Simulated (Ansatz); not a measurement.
# H₆OSeSi (built from SMILES O[SiH3].[SeH2]): a short trajectory

Aim: follow the atoms for 80 steps of 1.0 fs at constant energy, with velocities drawn for 300 K, and see to which side of the barrier the system falls.

The runs use Ansatz 0.2.0, Gaussian basis; Hartree-Fock/def2-SVP.

### Step 1. The starting structure

The start, a first-order saddle point found at PBE0-D4 in triple zeta: 9 atoms, charge 0, spin multiplicity 1.

Atoms are counted from 1 here; the program's logs count them from 0.

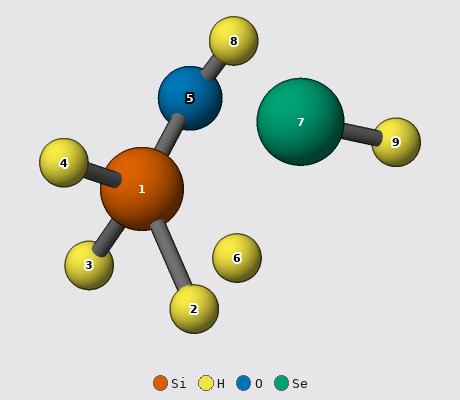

Start geometry, drawn with silicon orange, hydrogen yellow, oxygen blue, selenium teal; atoms are numbered from 1 in the order of the file.

Geometry (Å):

```xyz
9
H6OSeSi
Si   -0.58584   -0.49700    0.34073
H     0.55951   -1.46602   -0.49018
H    -1.53901   -1.55262   -0.09195
H    -0.11224   -0.76964    1.71125
O    -1.47046    0.80562   -0.08506
H     1.06879   -0.70371   -0.36025
Se    1.64757    1.05836    0.15693
H    -1.00874    1.64016    0.05372
H     1.44041    1.48498   -1.23520
```

### Step 2. The run

File md/in.yaml:

```yaml
crystal:
  periodic: [false, false, false]
  atoms:
    - {symbol: Si, position_ang: [-0.585836, -0.497004, 0.340729]}
    - {symbol: H, position_ang: [0.559513, -1.466023, -0.490176]}
    - {symbol: H, position_ang: [-1.539009, -1.552624, -0.091950]}
    - {symbol: H, position_ang: [-0.112243, -0.769642, 1.711255]}
    - {symbol: O, position_ang: [-1.470457, 0.805617, -0.085061]}
    - {symbol: H, position_ang: [1.068792, -0.703715, -0.360252]}
    - {symbol: Se, position_ang: [1.647571, 1.058356, 0.156931]}
    - {symbol: H, position_ang: [-1.008741, 1.640159, 0.053721]}
    - {symbol: H, position_ang: [1.440412, 1.484976, -1.235197]}
basis:
  gaussian: {orbitals: def2-SVP}
hamiltonian: {xc: hf}
md: {n_steps: 80, timestep: 1.0, temperature: 300, ensemble: nve, seed: 367, initial_velocities: maxwell_boltzmann}
```

Started as:

```bash
$ ansatz run in.yaml --threads 4 --pin off --events-out ev --progress --plain --max-ram 9574MiB
```

The log of the run (excerpt; [...] marks lines left out):

```text
Functional definition: HF
  name "HF"
  cite "Fock, Z. Phys. 61, 126 (1930) doi:10.1007/BF01340294"
  parent pbe
[...]
971 factors; integrals over basis functions are off by at most 4.8e-4 eV
[...]
mean field -75283.26853248 eV, -2766.6090897365 hartree, gradient 1.4e-5 eV, S^2 0.000000; 0 other end points of the search recorded, 0 dependent functions left out
[...]
reference -75283.26853248 eV, -2766.6090897365 hartree; 31, 31 occupied and 63, 63 virtual orbitals, 971 factors
md step     0: t =     0.00 fs  T =   300.0 K  F+E_penalty+E_count = -75283.26853248 eV  E_kin = 0.271446 eV  conserved = -75282.99708648 eV  (34 SCF iters)
[...]
md step    20: t =    20.00 fs  T =  1182.9 K  F+E_penalty+E_count = -75284.06564076 eV  E_kin = 1.070355 eV  conserved = -75282.99528531 eV  (34 SCF iters)
[...]
md step    40: t =    40.00 fs  T =  2817.7 K  F+E_penalty+E_count = -75285.55543413 eV  E_kin = 2.549475 eV  conserved = -75283.00595897 eV  (35 SCF iters)
[...]
md step    60: t =    60.00 fs  T =  2437.1 K  F+E_penalty+E_count = -75285.19941208 eV  E_kin = 2.205141 eV  conserved = -75282.99427125 eV  (33 SCF iters)
[...]
md step    79: t =    79.00 fs  T =  2664.4 K  F+E_penalty+E_count = -75285.41405434 eV  E_kin = 2.410787 eV  conserved = -75283.00326752 eV  (32 SCF iters)
[...]
md step    80: t =    80.00 fs  T =  2550.7 K  F+E_penalty+E_count = -75285.29980002 eV  E_kin = 2.307915 eV  conserved = -75282.99188481 eV  (33 SCF iters)
Total energy: -75285.29980002 eV, -2766.6837374416 hartree
Atom 0 at    -0.441044     0.051118     0.331343 Å, force    -0.546192     0.143662     2.763196 eV/Å
Atom 1 at     2.881795    -7.612326    -2.978459 Å, force     0.412561     0.614356    -1.881194 eV/Å
Atom 2 at    -0.148660    -1.278747    -0.170969 Å, force    -0.826022    -0.308858    -0.806067 eV/Å
Atom 3 at    -0.533254    -0.118167     1.880035 Å, force     0.536759     0.100670    -1.181209 eV/Å
Atom 4 at    -1.863638     0.839098     0.051093 Å, force     1.308937    -0.466066    -1.962465 eV/Å
Atom 5 at     3.046964    -7.366419    -3.731704 Å, force    -0.412561    -0.614353     1.881163 eV/Å
Atom 6 at     1.619273     1.018353     0.197794 Å, force     0.619204     0.892855     0.406817 eV/Å
Atom 7 at    -2.556823     1.050685     0.634515 Å, force    -0.291803     0.023883     0.771486 eV/Å
Atom 8 at     2.142048     1.288868    -1.146933 Å, force    -0.800882    -0.386149     0.008274 eV/Å
Dipole moment:    -0.329389    -0.066823    -0.103731 e Å
```

Wall time 49 s (4 threads of Arm Neoverse V1, shared host).

### Step 3. Frames and traces

Every 5 steps:

| time (fs) | T (K) | potential (meV) | potential + kinetic (meV) | Si1–Se7 (Å) | H2–H6 (Å) | Si1–H2 (Å) | H6–Se7 (Å) |
| --- | --- | --- | --- | --- | --- | --- | --- |
| 0.00 | 300 | 0.0 | 0.0 | 2.728 | 0.926 | 1.715 | 1.925 |
| 5.00 | 263 | 34.3 | 0.7 | 2.753 | 0.782 | 1.782 | 2.044 |
| 10.00 | 350 | -42.1 | 3.5 | 2.775 | 0.850 | 1.910 | 2.181 |
| 15.00 | 759 | -421.3 | -6.2 | 2.783 | 0.764 | 2.067 | 2.497 |
| 20.00 | 1183 | -797.1 | 1.8 | 2.772 | 0.692 | 2.372 | 2.905 |
| 25.00 | 1647 | -1218.0 | 0.9 | 2.739 | 0.794 | 2.806 | 3.317 |
| 30.00 | 2225 | -1741.6 | -0.2 | 2.683 | 0.791 | 3.303 | 3.819 |
| 35.00 | 2650 | -2122.4 | 4.2 | 2.600 | 0.690 | 3.832 | 4.367 |
| 40.00 | 2818 | -2286.9 | -8.9 | 2.492 | 0.751 | 4.397 | 4.883 |
| 45.00 | 2730 | -2192.4 | 6.5 | 2.365 | 0.816 | 4.980 | 5.413 |
| 50.00 | 2928 | -2386.4 | -8.3 | 2.228 | 0.727 | 5.572 | 5.970 |
| 55.00 | 2898 | -2355.2 | -4.7 | 2.113 | 0.705 | 6.177 | 6.521 |
| 60.00 | 2437 | -1930.9 | 2.8 | 2.049 | 0.808 | 6.773 | 7.072 |
| 65.00 | 2093 | -1624.1 | -1.8 | 2.045 | 0.775 | 7.351 | 7.640 |
| 70.00 | 2471 | -1956.6 | 7.6 | 2.094 | 0.685 | 7.918 | 8.209 |
| 75.00 | 2793 | -2263.2 | -7.3 | 2.177 | 0.772 | 8.457 | 8.786 |
| 80.00 | 2551 | -2031.3 | 5.2 | 2.280 | 0.809 | 8.985 | 9.369 |

Energies count from the start.

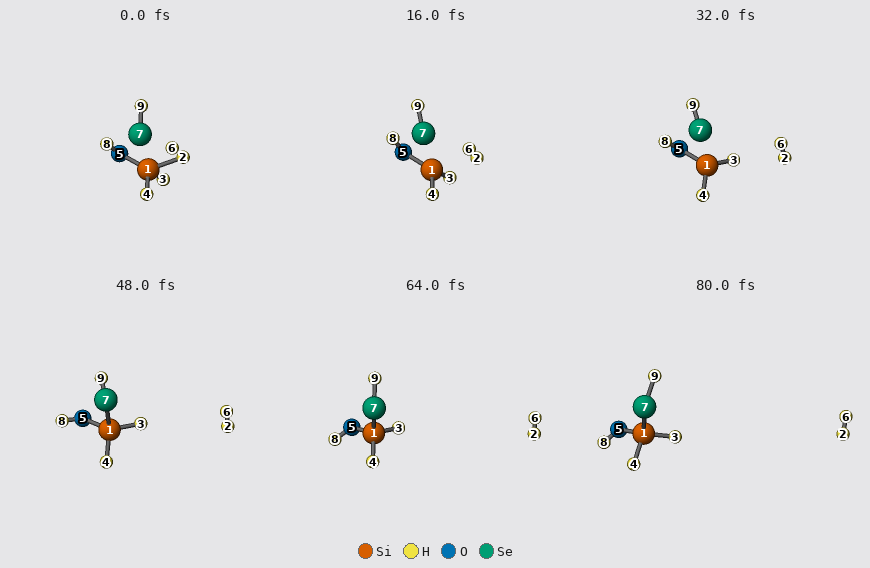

Six frames.

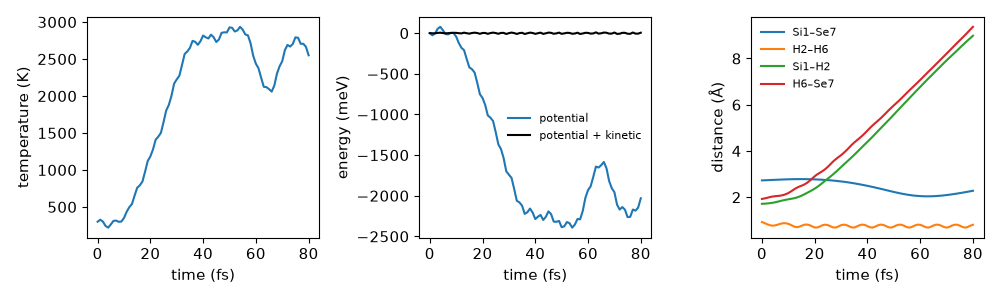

Temperature, energies and the distances followed.

Positions (Å) and forces (eV/Å) at 32.00 fs:

```xyz
9

Si   -0.559   -0.413    0.407    1.835    1.872   -2.099
H     0.948   -3.202   -1.113    1.170    1.129   -0.623
H    -0.746   -1.485   -0.593    0.235    0.077    0.410
H    -0.698   -0.824    1.759    0.065   -0.340    1.042
O    -1.477    0.843   -0.093   -0.400    0.618    0.428
H     1.457   -2.649   -1.381   -1.046   -1.238    0.573
Se    1.632    1.064    0.158   -1.139   -1.650    0.624
H    -1.082    1.680    0.147   -0.559   -0.374   -0.197
H     1.126    1.731   -1.026   -0.162   -0.094   -0.159
```

Positions (Å) and forces (eV/Å) at 80.00 fs:

```xyz
9

Si   -0.441    0.051    0.331   -0.546    0.144    2.763
H     2.882   -7.612   -2.978    0.413    0.614   -1.881
H    -0.149   -1.279   -0.171   -0.826   -0.309   -0.806
H    -0.533   -0.118    1.880    0.537    0.101   -1.181
O    -1.864    0.839    0.051    1.309   -0.466   -1.962
H     3.047   -7.366   -3.732   -0.413   -0.614    1.881
Se    1.619    1.018    0.198    0.619    0.893    0.407
H    -2.557    1.051    0.635   -0.292    0.024    0.771
H     2.142    1.289   -1.147   -0.801   -0.386    0.008
```

### Step 4. Results

```
                                                 quantity              value
                                                   length  80 steps, 80.0 fs
                                 temperature at the start              300 K
                            mean temperature, second half             2637 K
lowest and highest potential energy, from the first frame   -2392 and 78 meV
                    largest change of potential + kinetic           10.3 meV
                                   bonds lost by distance             Si1–H2
```

**Reading.** By the last frame it has moved towards the side where Si1–Se7, H2–H6 form. The system runs downhill by 2.39 eV, and that energy turns into motion. With no thermostat the total energy should stay fixed; it holds within 10.3 meV, small beside the kinetic energy, so the time step serves. The temperature runs between 220 and 2936 K.
